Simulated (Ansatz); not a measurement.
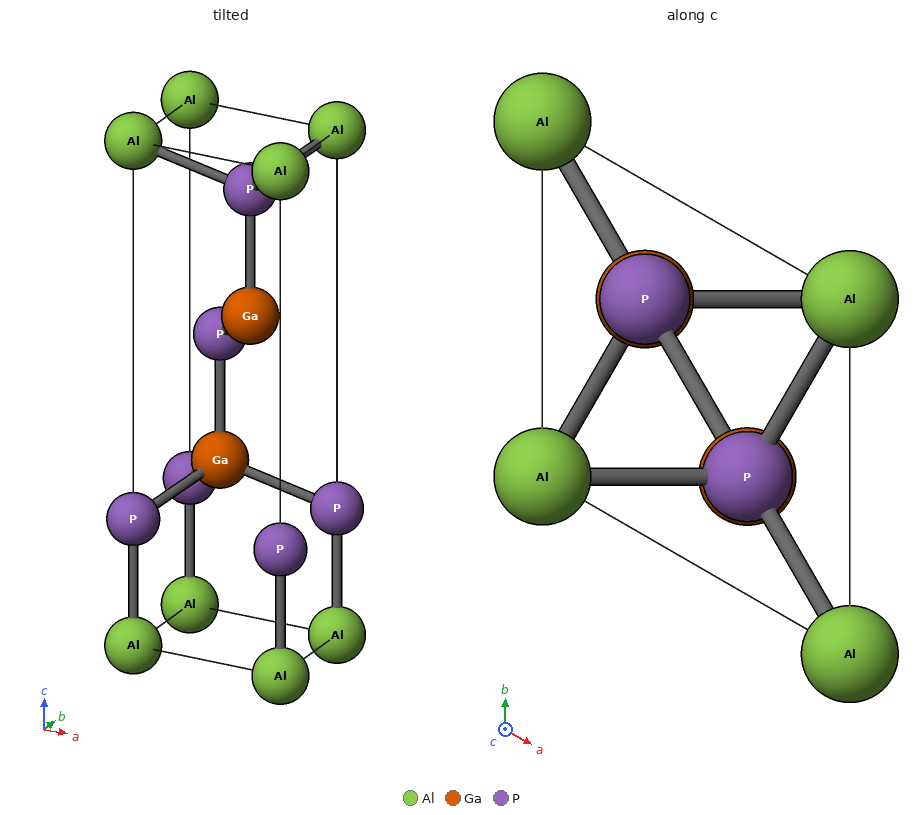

An orthographic ball-and-stick view of the structure, slightly off an axis and along the c axis. The conventional unit cell is outlined; an atom on or near a face, edge or corner is repeated at each equivalent position.

AlGa2P3, space group P3m1 (No. 156), a = 3.861 Å, b = 3.861 Å, c = 9.459 Å, α = 90.00°, β = 90.00°, γ = 120.00°. Starting structure: a structure type filled with these elements by a generator (whether the compound takes this form wasn't checked). Earlier steps of the study, as a rule a relaxation of our own, may have changed the cell and positions, so they can lie some per cent off the listed ones. A calculation with Ansatz used it as input.

This one geometry was computed with Ansatz (DFT, plane waves, PAW) at five levels of theory: PBE, PBE0, r2SCAN, HSE06 and PBE with spin-orbit coupling. It was relaxed beforehand with r2SCAN.

Question: Which level gives the highest pressure at this volume, and what does that say about its equilibrium volume?

Answer: Highest: PBE (2.1 GPa) and PBE with spin-orbit coupling (2.1 GPa), which points to the largest equilibrium volume. Lowest, with the smallest volume: PBE0 (0.2 GPa), r2SCAN (0.0 GPa) and HSE06 (0.4 GPa). Levels within 0.5 GPa of each other can't be told apart.

Question: How does the band gap change with the level of theory?

Answer: PBE with spin-orbit coupling: a gap of 1.57 eV, indirect; PBE: a gap of 1.60 eV, indirect; r2SCAN: a gap of 1.88 eV, indirect; HSE06: a gap of 2.25 eV, indirect; PBE0: a gap of 2.91 eV, indirect.

Question: Collect the results in a table.

Answer:
| level | cutoff (eV) | k-mesh of the run's cell | gap (eV) | pressure (GPa) |
| --- | --- | --- | --- | --- |
| PBE | 420 | 12×12×4 | 1.60 | 2.1 |
| PBE0 | 420 | 6×6×2 | 2.91 | 0.2 |
| r2SCAN | 500 | 12×12×4 | 1.88 | 0.0 |
| HSE06 | 420 | 6×6×2 | 2.25 | 0.4 |
| PBE with spin-orbit coupling | 420 | 12×12×4 | 1.57 | 2.1 |

Gaps are taken on the k-mesh or band path of each run.
